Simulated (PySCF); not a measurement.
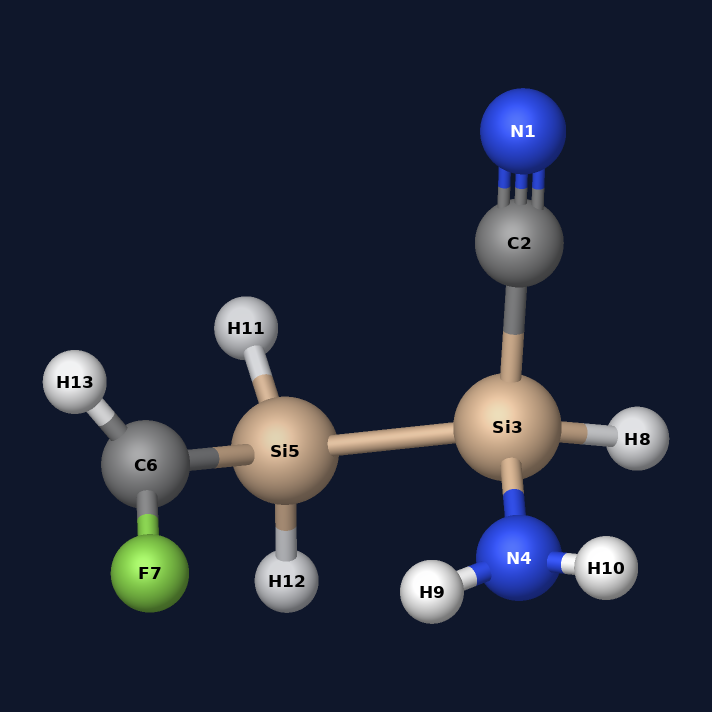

The species is neutral and a spin doublet. The computed structure is the end point of a GFN2-xTB optimisation. No frequency run is at hand to confirm it as a minimum. Computed with UKS B3LYP, pcH-1 on C F H N Si, non-relativistic (PySCF 2.14.0). Fermi-contact and spin-dipolar terms alone, no spin-orbit part.

**Which nucleus has the largest dipolar (anisotropic) hyperfine coupling?**

19F at F7: principal values −274.9, −240.9, 515.8 MHz.

List the isotropic and dipolar parts for the most strongly coupled nuclei, one of each equivalent set.

```csv
atom,isotope,a_iso (MHz),dipolar part (MHz)
F7,19F,149.7,"−274.9, −240.9, 515.8"
C6,13C,115.8,"−78.5, −75.2, 153.7"
H13,1H,−55.1,"−35.2, −1.9, 37.1"
Si3,29Si,−76.3,"−13.1, 6.3, 6.8"
H11,1H,−0.9,"−3.6, −2.7, 6.3"
H12,1H,53.8,"−3.3, −2.2, 5.4"
H9,1H,−0.1,"−2.2, −1.6, 3.8"
Si5,29Si,42.2,"−2.8, −0.1, 2.9"
```

The geometry is semi-empirical. Around Si such bond lengths and angles can be off by a tenth of an ångström or more and by several degrees, and values that hang on the shape move with them.
